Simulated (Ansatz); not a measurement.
System: Al2GaP3.

```xyz
12
Lattice="3.8950 0.0000 0.0000 0.0000 3.8950 0.0000 0.0000 0.0000 16.5143" Properties=species:S:1:pos:R:3 pbc="T T T"
Al    1.9475    1.9475    5.5046
Al    0.0000    0.0000   13.7617
Al    0.0000    0.0000    2.7526
Al    1.9475    1.9475   11.0098
Ga    1.9475    1.9475    0.0000
Ga    0.0000    0.0000    8.2572
P     0.0000    1.9475    1.3823
P     1.9475    0.0000    9.6394
P     1.9475    0.0000    4.1286
P     0.0000    1.9475   12.3858
P     0.0000    1.9475    6.8749
P     1.9475    0.0000   15.1321
```

Space group I-4m2; a structure generated by program, which may or may not match a known phase.

Theory: Ansatz, DFT r2SCAN, scalar-relativistic, plane waves, PAW.

**What can the converged valence pseudo-density and electron localisation function tell about the bonding?**

Al–P (2.38 Å): ρ is about 0.52 e/Å³ halfway; the ELF peaks at about 0.95 between the atoms; a covalent bond.
Ga–P (2.39 Å): ρ at the midpoint is about 0.53 e/Å³; the ELF peaks at about 0.90 in the valence shell of P, 0.9 Å from its nucleus, and is about 0.80 at the midpoint.
Bader's partition of the density gives Al +2.18, Ga +0.91 and P −2.17 to −1.55 e.

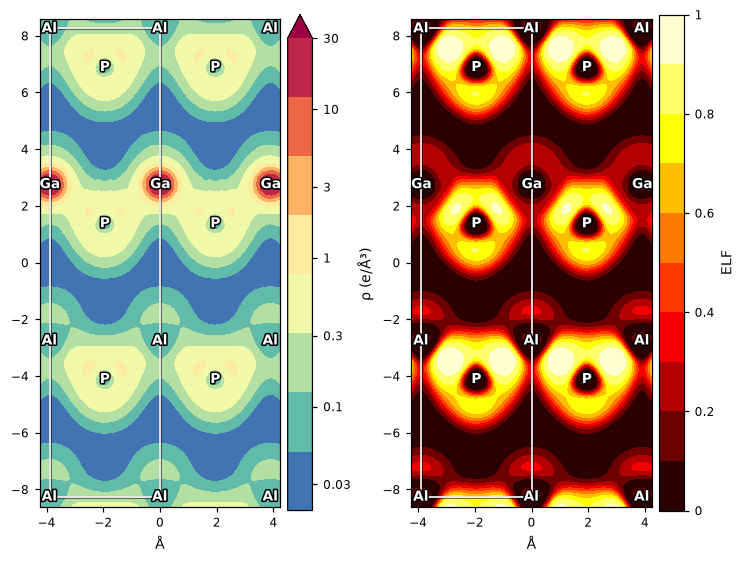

Computed valence pseudo-density and electron localisation function on the (100) plane of the conventional cell, in this order. 

In a PAW calculation such maps are meaningful between the atoms, not at the nuclei.
